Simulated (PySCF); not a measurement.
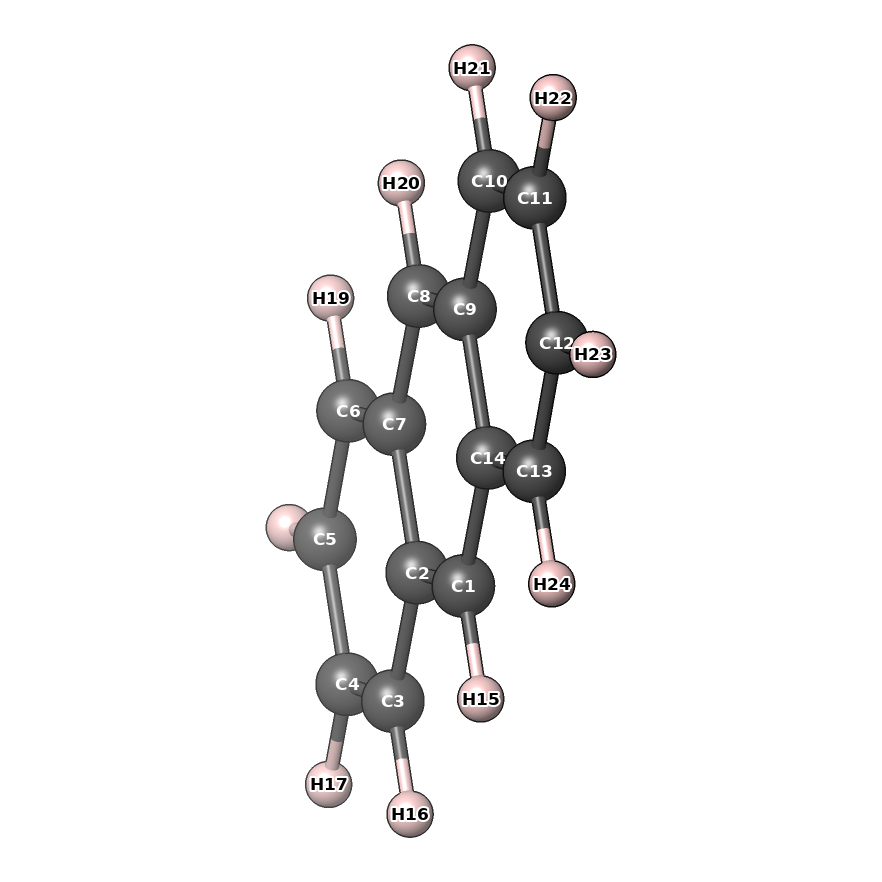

C8 lies behind C9. The molecule seen a little off the C9–C8 bond, C9 in front. Distant atoms are faded towards the background colour. The species has charge +1 and is a spin doublet. Computed geometry: PBE0-D3(BJ)/def2-SVP optimisation. No frequency run is at hand to confirm it as a minimum.

**What is the torsion angle C10–C9–C8–C7? The sign is positive where the front bond must turn clockwise to cover the back bond.**

180°, antiperiplanar (anti).
